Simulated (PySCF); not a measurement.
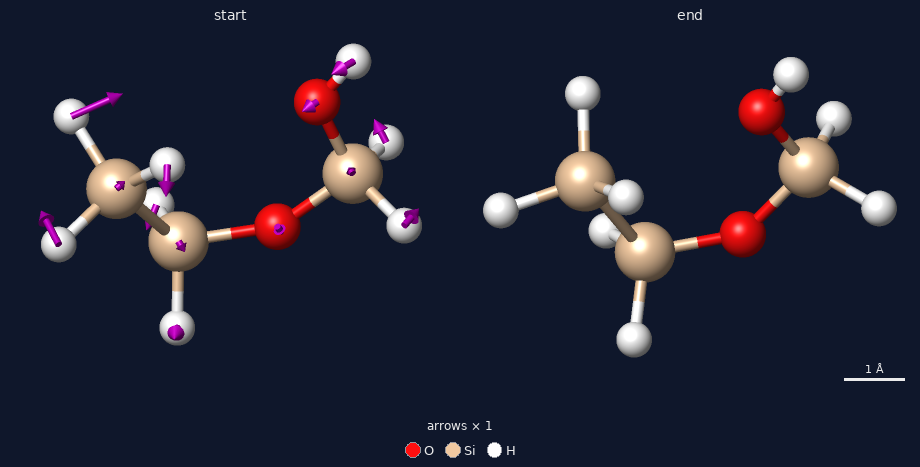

The structure of Si3H8O2 before (left) and after (right) a relaxation, at one scale. The purple arrows give the displacements, at their true length.

Style: ball-and-stick. Shown from a free direction.

The start comes from GFN2-xTB. Its atoms were then displaced at random by about 0.01 Å.

Theory: PBE0-D3(BJ)/def2-SVP geometry optimisation, gas phase (PySCF 2.14.0, density-fitted response routines). 

What changed between the two?

Answer. An H atom moves most after the best rigid fit: 0.94 Å. Largest moves by element: H 0.94 Å, O 0.34 Å, Si 0.21 Å. Some distances before and after: Si–Si 2.272 → 2.350 Å, O–Si 1.595 → 1.643 Å, H–Si 1.455 → 1.500 Å, O–Si 1.623 → 1.664 Å. Among the angles between lasting bonds that change: Si–O–Si 151.5° → 139.9°, O–Si–H 99.7° → 107.8°, Si–Si–H 117.9° → 110.0°. Groups turn about Si–Si by about 40°. Over 15 geometry steps the energy falls by 46.1 kJ/mol.
